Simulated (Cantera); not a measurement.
A closed system holds: 1 mol CHF3, 0.16 mol H2, 0.00013 mol HCl, equilibrated at 10.0 mbar.

Equilibrium computed with Cantera from the NASA thermochemical tables; the gas is ideal and each condensed phase is pure. Candidate condensed phases: C, C6H6, C7H8, C8H18; 118 gas species. Gases not in the tables: C2F6 and larger saturated fluorocarbons. Equilibrium is a limit: real reactors are often held back by kinetics, nucleation or transport.

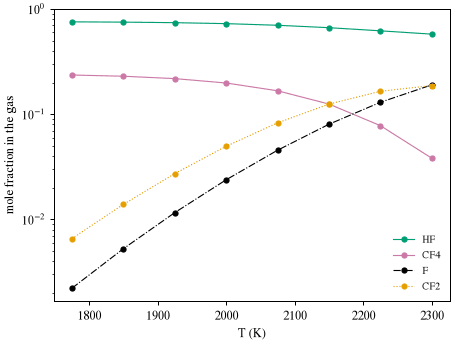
Figure. Equilibrium gas composition (values under 1e-9 drawn at 1e-9)

From 1775 K to 2300 K the condensed part is C(graphite). The main C-bearing gas is CF4 at 1775 K and CF2 at 2300 K. The share of C in condensed phases is highest at 1775 K (57.5 %) and lowest at 2300 K (46.6 %).
